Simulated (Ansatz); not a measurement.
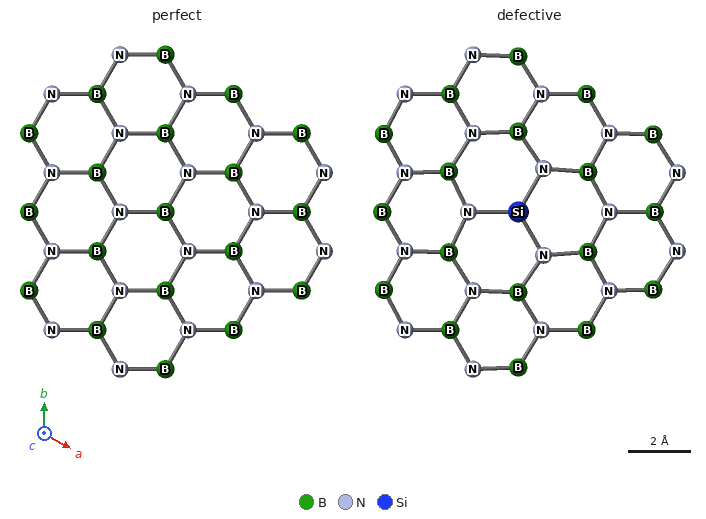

Left: perfect BN. Right: the same region with one point defect, after relaxing the atoms in a supercell of 36 sites. A ball-and-stick model of the atoms within 5.4 Å of one point, in a slice 3.4 Å thick across the line of sight, seen along the c axis.

Level of theory: Ansatz, DFT, PBE, plane-wave PAW, default files, scalar-relativistic, frozen cores. Set-up: plane-wave cutoff 420 eV; k-point mesh 4 × 4 × 4; occupations fermi dirac; smearing width 0.01 eV; no spin polarisation. A uniform background neutralises the charged cell. The axes drawn are those of the host's conventional cell.

Which defect is it?

A boron atom is replaced by silicon.

The charge state of the cell is +1.

How does the lattice respond?

In the host the B atom has 3 N at 1.47 Å; the Si atom ends with 3 N at 1.62 Å. Of the host's atoms, a nitrogen atom moves furthest from its site, by 0.15 Å. Relaxing the atoms from the host's sites lowers the energy by 2.61 eV.

Limits of the set-up: the periodic images lie only 6.6 Å apart, so the values are limited by the cell's size; the cell is charged, on a uniform background, and energies carry no finite-size correction.
